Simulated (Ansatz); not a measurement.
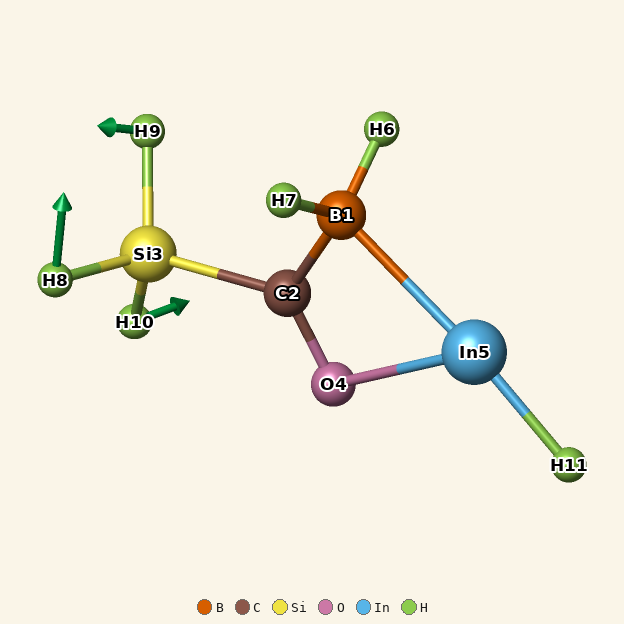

The arrows show one normal mode. Harmonic vibrations computed with RKS PBE0-D4/def2-TZVP, core potentials on In (Ansatz 0.2.0) at a stationary point of the same level.

> Describe the motion.

Mostly H–Si–H bending.

> At what wavenumber does it lie?

931 cm⁻¹; it is mode 17 of 27 counted from the lowest.
